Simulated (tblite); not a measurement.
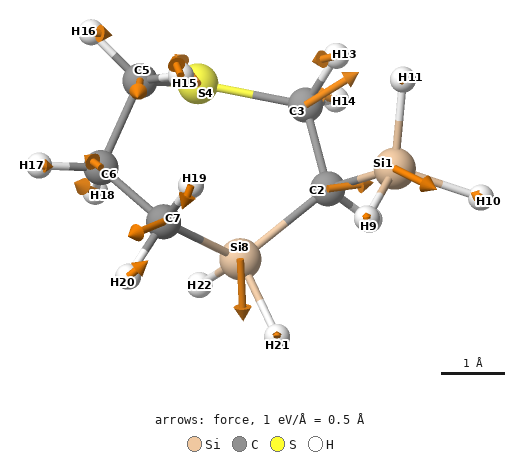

Starting geometry of C₅H₁₄SSi₂ with the computed forces as orange arrows. The picture is a ball-and-stick view, seen at a tilt.

Computed with GFN2-xTB geometry optimisation, gas phase in tblite. 

> What follows when this structure is relaxed?

It isn't relaxed: the largest force vector, on a Si atom, is 2.11 eV/Å. The final displacements have little in common with the starting forces (cosine between the two patterns 0.13). An H atom moves most after the best rigid fit: 2.00 Å. By element the largest moves are H 2.00 Å, C 0.56 Å, Si 0.55 Å, S 0.43 Å. Among the contacts that change: C–Si 1.836 → 1.913 Å, C–S 1.769 → 1.830 Å, C–H 1.128 → 1.090 Å, C–Si 1.871 → 1.905 Å. Among the angles between lasting bonds that change: C–S–C 114.4° → 101.8°, S–C–C 104.2° → 114.3°, S–C–H 113.3° → 104.6°. Groups turn about C–Si by about 60°, C–C by about 45°, C–S by about 35°. The energy falls by 1.120 eV in 188 geometry steps. Cost: 2 s on 1 thread of Arm Neoverse V1, with other jobs on the host.
